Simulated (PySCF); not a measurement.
**CCl₂: structure of the triplet**

Aim: relax CCl₂ as a triplet from a linear start, check by its vibrations whether the end is a minimum, and collect its spectrum and constants.

Program: PySCF 2.14.0. Level of theory: PBE0, basis C def2-TZVP, Cl def2-TZVP, no relativity, density fitting. These are calculated values, not measurements.

## Step 1: The starting structure

3 atoms, charge 0, spin multiplicity 3.

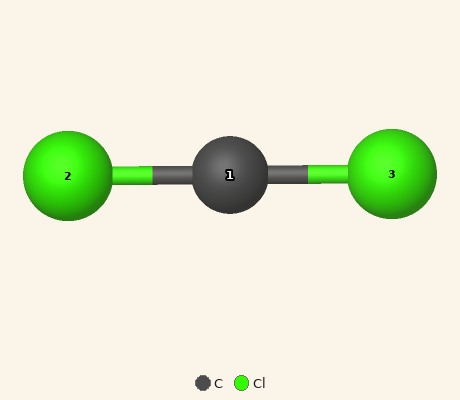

The starting geometry (carbon dark grey, chlorine green); atoms are numbered from 1 in the order of the file.

Z-matrix (Å, degrees; charge 0 multiplicity 3):
```
C
Cl 1 1.7400
Cl 1 1.7400 2 180.00
```

## Step 2: The SCF at the typed geometry

The steps below are one call of a driver around PySCF. For each, scf.py gives the equivalent set-up of the SCF; relaxations use the driver's own optimiser. After this first run the driver tries any further starts and a stability analysis.

Input file scf.py:

```python
from pyscf import gto, scf, dft
mol = gto.M(atom='''
C      0.000000     0.000000     0.000000
Cl     0.000000     0.000000     1.740000
Cl     0.000000     0.000000    -1.740000''',
    basis={'C': 'def2-TZVP', 'Cl': 'def2-TZVP'},
    charge=0, spin=2)
mf = dft.UKS(mol, xc='PBE0')
mf.grids.atom_grid = (50, 194)
aux = {'C': 'def2-universal-JKFIT', 'Cl': 'def2-universal-JKFIT'}
mf = mf.density_fit(auxbasis=aux)
mf.conv_tol = 1e-08
mf.diis_space = 10
mf.max_cycle = 60
mf.init_guess = 'minao'
mf.verbose = 4
mf.kernel()
```

Run with:

```sh
$ OMP_NUM_THREADS=2 python axn.py task.json out
```

The log of the run:

```text
init E= -958.26103947909
[... the frontier-level lines of each cycle are left out ...]
cycle= 1 E= -957.941175365695  delta_E= 0.32  |g|= 0.268  |ddm|= 1.83
cycle= 2 E= -957.803585061563  delta_E= 0.138  |g|= 0.594  |ddm|= 0.661
cycle= 3 E= -957.983959776114  delta_E= -0.18  |g|= 0.0232  |ddm|= 0.382
cycle= 4 E= -957.98444316575  delta_E= -0.000483  |g|= 0.00818  |ddm|= 0.0317
cycle= 5 E= -957.984532230957  delta_E= -8.91e-05  |g|= 0.00293  |ddm|= 0.0194
cycle= 6 E= -957.984546340838  delta_E= -1.41e-05  |g|= 0.00115  |ddm|= 0.00532
cycle= 7 E= -957.984550229451  delta_E= -3.89e-06  |g|= 0.000489  |ddm|= 0.00312
cycle= 8 E= -957.984550835499  delta_E= -6.06e-07  |g|= 0.000132  |ddm|= 0.00141
cycle= 9 E= -957.984550874608  delta_E= -3.91e-08  |g|= 2.96e-05  |ddm|= 0.000419
cycle= 10 E= -957.98455087592  delta_E= -1.31e-09  |g|= 3.9e-06  |ddm|= 6.87e-05
Extra cycle  E= -957.984550875935  delta_E= -1.48e-11  |g|= 2.17e-06  |ddm|= 5.8e-06
converged SCF energy = -957.984550875935  <S^2> = 2.0152892  2S+1 = 3.0101756
```

This step, with its further starts and checks, took 26 s on 2 threads of Intel Xeon at 2.70GHz, shared host.

The starts that the driver tried:

```tsv
start	energy (Eh)
the minimal-basis guess	-957.984551
a thermally smeared density	-958.014107
a smeared PBE density	-958.014107
```

This is not the lowest solution: one lies 77.6 kJ/mol lower, at -958.01411 Eh, and the relaxation starts from that.

## Step 3: Linear start, triplet: relaxation

The program finds D∞h symmetry in the start, which this walk keeps.

scf.py: that of step 2 with these lines changed.

```diff
@@ -15 +14,0 @@
-mf.init_guess = 'minao'
```

Energy and gradient, step by step:

```tsv
step	energy (Eh)	change (kJ/mol)	largest symmetric gradient (Eh/bohr)
0	-958.014107	0.00	0.05729
1	-958.029041	-39.21	0.00993
2	-958.029284	-39.85	0.00460
3	-958.029343	-40.00	0.00021
4	-958.029343	-40.00	0.00000
```

The walk took 19 s.

Positions (Å) and forces (eV/Å) along the way:

```
step 0
C    0.000   0.000   0.000   0.000   0.000   0.000
Cl   0.000   0.000   1.740   0.000   0.000  -2.946
Cl   0.000   0.000  -1.740   0.000   0.000   2.946
step 1
C    0.000   0.000   0.000   0.000   0.000   0.000
Cl   0.000   0.000   1.631   0.000   0.000  -0.511
Cl   0.000   0.000  -1.631   0.000   0.000   0.511
step 2
C    0.000   0.000   0.000   0.000   0.000   0.000
Cl   0.000   0.000   1.608   0.000   0.000   0.237
Cl   0.000   0.000  -1.608   0.000   0.000  -0.237
step 3
C    0.000   0.000   0.000   0.000   0.000   0.000
Cl   0.000   0.000   1.616   0.000   0.000  -0.011
Cl   0.000   0.000  -1.616   0.000   0.000   0.011
step 4
C    0.000   0.000   0.000   0.000   0.000   0.000
Cl   0.000   0.000   1.615   0.000   0.000   0.000
Cl   0.000   0.000  -1.615   0.000   0.000   0.000
```

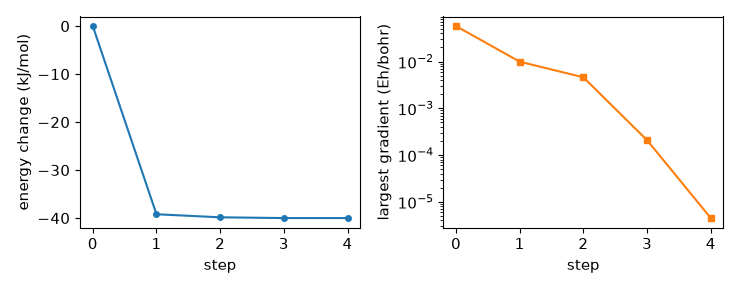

Energy and largest gradient along the walk.

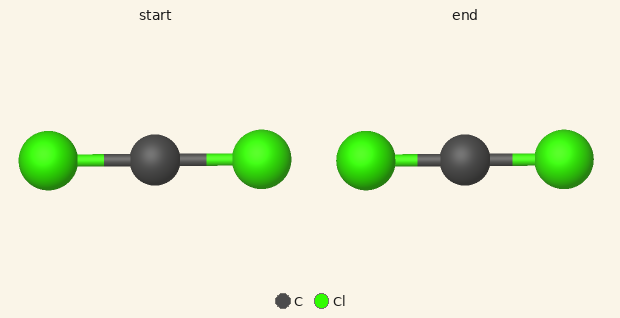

The geometry along the walk, at one scale.

After 4 steps and 40.0 kJ/mol it ends at D∞h: C–Cl 1.615 Å (×2); Cl–C–Cl 180.0°.

## Step 4: Vibrations and properties at this point

On the finer grid the gradient is checked again; gradients at displacements of ±0.02 bohr then give force constants and infrared intensities.

scf.py: that of step 3 with these lines changed.

```diff
@@ -3,3 +3,3 @@
-C      0.000000     0.000000     0.000000
-Cl     0.000000     0.000000     1.740000
-Cl     0.000000     0.000000    -1.740000''',
+C     -0.000000     0.000000     0.000000
+Cl    -0.000000     0.000000     1.615310
+Cl     0.000000     0.000000    -1.615310''',
@@ -9 +9 @@
-mf.grids.atom_grid = (50, 194)
+mf.grids.atom_grid = (75, 302)
@@ -12 +12 @@
-mf.conv_tol = 1e-08
+mf.conv_tol = 1e-10
```

This SCF starts from the last density.

SCF at the final geometry:

```text
init E= -958.029333345299
[... the frontier-level lines of each cycle are left out ...]
cycle= 1 E= -958.029333345299  delta_E= 6.82e-13  |g|= 5.83e-07  |ddm|= 7.88e-07
Extra cycle  E= -958.0293333453  delta_E= -1.14e-12  |g|= 8.78e-07  |ddm|= 1.04e-06
converged SCF energy = -958.0293333453  <S^2> = 2.0203794  2S+1 = 3.0135556
```

The whole step took 48 s.

Geometry: D∞h; C–Cl 1.615 Å (×2); Cl–C–Cl 180.0°.

Modes, for the most abundant isotopes:

```csv
symmetry,ω (cm⁻¹),IR (km/mol)
πu,610i,21.1
σg+,512,0.0
σu+,1335,35.1
```

With 2 modes imaginary (up to 610i cm⁻¹) this point is a saddle.

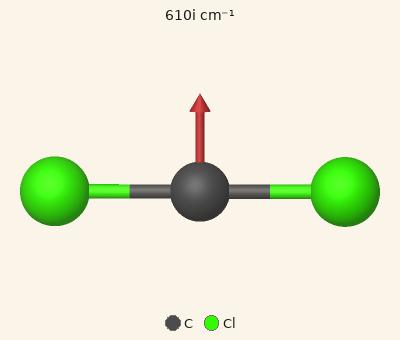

The imaginary mode, as arrows.

Constants and moments:

| Property | Result |
| --- | --- |
| Dipole moment | 0.00 D |
| Highest occupied level | -5.66 eV |
| Lowest empty level | -1.44 eV |
| Rotational constants | 0.09238 cm⁻¹ |
| Zero-point energy (real modes) | 11.1 kJ/mol |
| Principal polarisabilities | 22.8, 22.8, 54.5 bohr³ |
| Atomisation energy without zero-point energy | 602 kJ/mol |
| Principal traceless quadrupole moments about the centre of mass | -1.61, -1.61, 3.22 D Å |
| Spin squared ⟨S²⟩ | 2.020 |

Charges (e) and bond orders:

```json
{"atom": "C1", "Mulliken": "-0.11", "Löwdin": "-0.96", "polar tensor": "-0.02", "spin (Mulliken)": "1.66", "Mayer order to C1": "–"}
{"atom": "Cl2,3", "Mulliken": "0.05", "Löwdin": "0.48", "polar tensor": "0.01", "spin (Mulliken)": "0.17", "Mayer order to C1": "1.39"}
```

Mulliken populations on C1: s 3.07, p 2.91, d 0.12, f 0.01.

## Step 5: Downhill along the imaginary mode

The start is the last point, displaced along its most imaginary mode.

The program finds C2v symmetry in the start, which this walk keeps.

scf.py: that of step 4 with these lines changed.

```diff
@@ -3,3 +3,3 @@
-C     -0.000000     0.000000     0.000000
-Cl    -0.000000     0.000000     1.615310
-Cl     0.000000     0.000000    -1.615310''',
+C     -0.027024    -0.116917    -0.000000
+Cl     0.004637     0.020061     1.615310
+Cl     0.004637     0.020061    -1.615310''',
@@ -9 +9 @@
-mf.grids.atom_grid = (75, 302)
+mf.grids.atom_grid = (50, 194)
@@ -12 +12 @@
-mf.conv_tol = 1e-10
+mf.conv_tol = 1e-08
```

Steps of the walk:

```tsv
step	energy (Eh)	change (kJ/mol)	largest symmetric gradient (Eh/bohr)
0	-958.034031	0.00	0.03158
1	-958.049328	-40.16	0.03920
2	-958.062334	-74.31	0.01893
3	-958.065487	-82.59	0.01472
4	-958.066390	-84.96	0.00080
5	-958.066394	-84.97	0.00006
```

The walk took 25 s.

Geometry (Å) and forces (eV/Å) at some steps:

```
step 0
C   -0.027  -0.117   0.000  -0.376  -1.624   0.000
Cl   0.005   0.020   1.615   0.188   0.812  -0.030
Cl   0.005   0.020  -1.615   0.188   0.812   0.030
step 1
C   -0.057  -0.248   0.000  -0.465  -2.016   0.000
Cl   0.020   0.086   1.600   0.233   1.008  -0.106
Cl   0.020   0.086  -1.600   0.233   1.008   0.106
step 3
C   -0.114  -0.492   0.000   0.112   0.475   0.000
Cl   0.048   0.208   1.530  -0.056  -0.237  -0.757
Cl   0.048   0.208  -1.530  -0.056  -0.237   0.757
step 5
C   -0.114  -0.492   0.000   0.001  -0.001   0.000
Cl   0.048   0.208   1.498   0.000   0.001   0.003
Cl   0.048   0.208  -1.498   0.000   0.001  -0.003
```

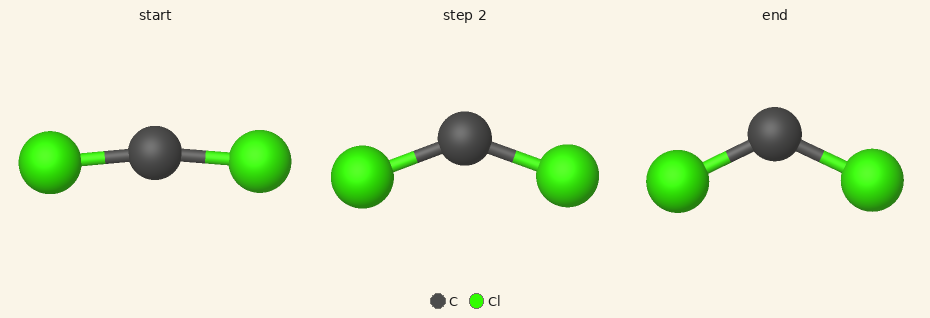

The geometry along the walk, at one scale.

After 5 steps and 85.0 kJ/mol it ends at C2v: C–Cl 1.661 Å (×2); Cl–C–Cl 128.7°.

## Step 6: Is it a minimum? Harmonic modes

The same treatment as at the point before.

scf.py: that of step 5 with these lines changed.

```diff
@@ -3,3 +3,3 @@
-C     -0.027024    -0.116917    -0.000000
-Cl     0.004637     0.020061     1.615310
-Cl     0.004637     0.020061    -1.615310''',
+C     -0.138090    -0.597428    -0.000000
+Cl     0.023678     0.102438     1.498177
+Cl     0.023678     0.102438    -1.498177''',
@@ -9 +9 @@
-mf.grids.atom_grid = (50, 194)
+mf.grids.atom_grid = (75, 302)
@@ -12 +12 @@
-mf.conv_tol = 1e-08
+mf.conv_tol = 1e-10
```

SCF at the final geometry:

```text
init E= -958.06637814294
[... the frontier-level lines of each cycle are left out ...]
cycle= 1 E= -958.066378142941  delta_E= -1.36e-12  |g|= 2.95e-07  |ddm|= 5.74e-07
Extra cycle  E= -958.06637814294  delta_E= 1.59e-12  |g|= 3.05e-07  |ddm|= 4.19e-07
converged SCF energy = -958.06637814294  <S^2> = 2.0091818  2S+1 = 3.006115
```

The whole step took 51 s on 2 threads of Intel Xeon at 2.70GHz, shared host.

Geometry: C2v; C–Cl 1.661 Å (×2); Cl–C–Cl 128.8°.

Harmonic modes (main isotopes):

```tsv
symmetry	ω (cm⁻¹)	IR (km/mol)	μ (u)
a1	306	0.0	24.01
a1	692	2.4	16.06
b2	1034	198	13.55
```

No imaginary mode, so this is a minimum.

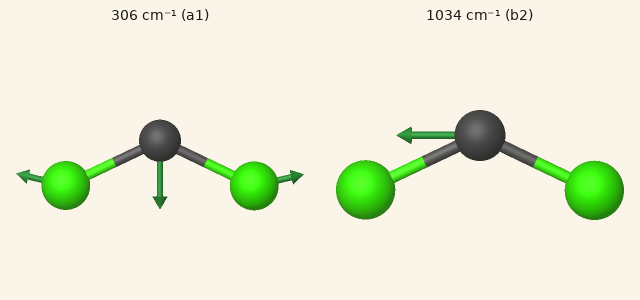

Displacements of 2 of the modes, as arrows (one member where a mode is degenerate).

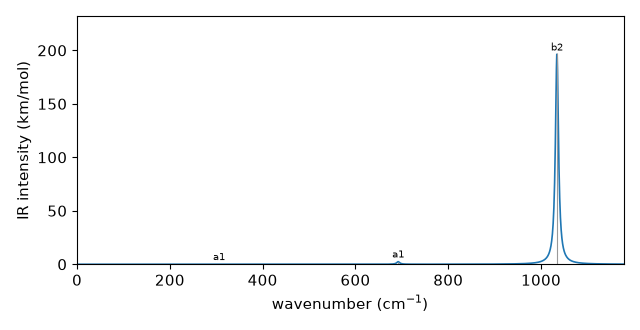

The harmonic infrared spectrum (widths in cm⁻¹). Lines are broadened to a width of 8 cm⁻¹ (Lorentzian).

Constants and moments:

```yaml
Dipole_moment: 0.35 D
Highest_occupied_level: -6.13 eV
Lowest_empty_level: -3.01 eV
Rotational_constants: 3.19, 0.1074, 0.1039 cm⁻¹
Zero-point_energy: 12.2 kJ/mol
Principal_polarisabilities: 22.9, 27.2, 52.5 bohr³
Atomisation_energy_without_zero-point_energy: 699 kJ/mol
Principal_traceless_quadrupole_moments_about_the_centre_of_mass: -1.45, -0.80, 2.25 D Å
Entropy_at_298.15_K_and_1_bar_electronic_part_spin_only: 272.2 J/(mol K)
Heat_capacity_Cp_at_298.15_K: 45.2 J/(mol K)
Enthalpy_at_298.15_K_above_0_K: 11.39 kJ/mol
Rotational_symmetry_number: 2
Spin_squared_⟨S²⟩: 2.009
```

Populations by atom (charges in e):

```json
{"atom": "C1", "Mulliken": "-0.04", "Löwdin": "-0.88", "polar tensor": "0.48", "spin (Mulliken)": "1.58", "Mayer order to C1": "–"}
{"atom": "Cl2,3", "Mulliken": "0.02", "Löwdin": "0.44", "polar tensor": "-0.24", "spin (Mulliken)": "0.21", "Mayer order to C1": "1.33"}
```

Mulliken populations on C1: s 3.30, p 2.61, d 0.13, f 0.01.

## Step 7: All stationary points

| spin | group | bonds | imaginary modes (cm⁻¹) | ΔE (kJ/mol) | with zero-point energy |
| --- | --- | --- | --- | --- | --- |
| triplet | C2v | C–Cl 1.661 Å (×2) | none | 0.0 | 0.0 |
| triplet | D∞h | C–Cl 1.615 Å (×2) | 610i, 610i | 97.3 | – |

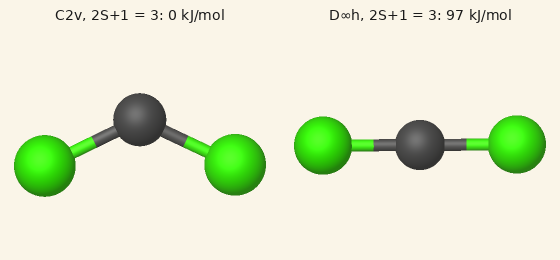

The points, lowest first (carbon dark grey, chlorine green).

## Step 8: Outcome

```
                                          quantity                              value
                                           minimum                       triplet, C2v
                                          geometry  C–Cl 1.661 Å (×2); Cl–C–Cl 128.8°
                                wavenumbers (cm⁻¹)      306 (a1), 692 (a1), 1034 (b2)
                                     dipole moment                             0.35 D
highest occupied, lowest empty level (either spin)                    -6.13, -3.01 eV
                         polar-tensor charge of C1                            +0.48 e
                                 zero-point energy                        12.2 kJ/mol
                               entropy at 298.15 K                    272.2 J/(mol K)
         atomisation energy (no zero-point energy)                         699 kJ/mol
                                              ⟨S²⟩                              2.009
```

**Reading.** From D∞h at the start the molecule goes to a C2v minimum, after a stop at a second-order saddle point 97.3 kJ/mol higher, from which it was pushed off along an imaginary mode. The strongest infrared band lies at 1034 cm⁻¹ (b2). Most of the spin sits on C1 (Mulliken spin 1.58, against 2 for the whole molecule). The first SCF alone would have been 78 kJ/mol too high. Only this shape and spin were tried, so other structures or states may lie lower.

The search up to here took 2.8 min.
